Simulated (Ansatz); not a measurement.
```xyz
9

C     0.6924    0.6745    1.2307
C     0.6442    0.3977   -0.0699
Si   -0.6730   -0.6936   -0.7404
F    -0.0392   -1.9761   -1.4397
Cl   -1.7535    0.2785   -2.1766
H    -0.0309    0.2631    1.9300
H     1.4513    1.3233    1.6580
H     1.3859    0.8343   -0.7349
H    -1.5886   -1.1480    0.3257
```

Geometry: PBE0-D4/def2-TZVP.

Computed with RKS PBE0-D4/def2-TZVPP (Ansatz 0.2.0).

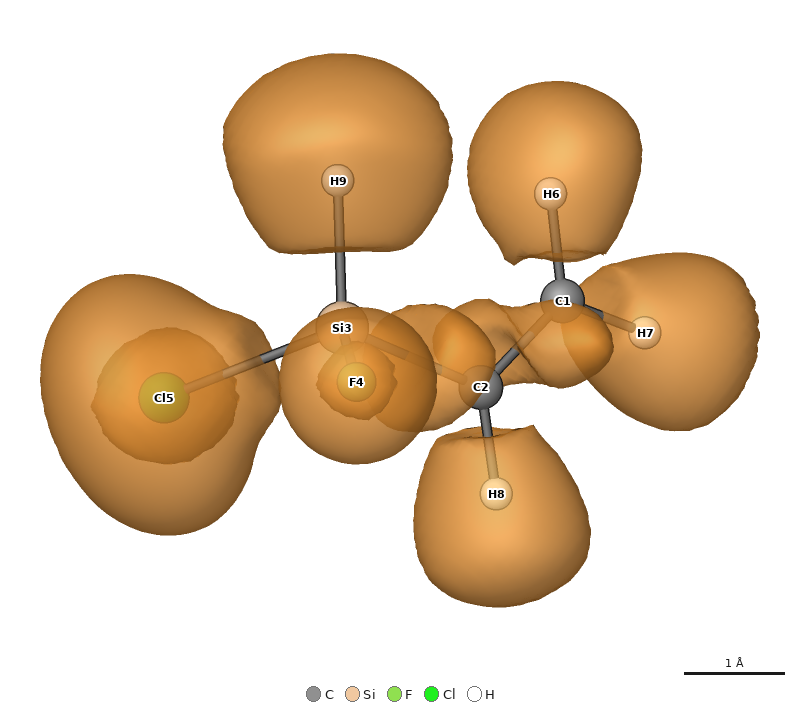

C2H4ClFSi. Isosurface of the electron localisation function at 0.75 (orange), seen at an oblique angle. Only the valence region is drawn (cores and ρ < 0.01 e/Å³ removed).

### What do the ELF domains correspond to?

The surface consists of one region between bonded C–C atoms (shared pairs), one region between bonded C–Si atoms (shared pairs), four regions around hydrogen nuclei, one region on Cl in which the atom's valence shell and bonds are merged and one region wrapped around F (its lone pairs, merged into a ring or cap).

Values along the shortest contacts:
C–C (1.33 Å): the ELF peaks at about 0.90 between the atoms: a short, multiple covalent bond. Si–F (1.59 Å): the ELF peaks at about 0.85 in the valence shell of F, 0.6 Å from its nucleus, and is about 0.55 at the midpoint.
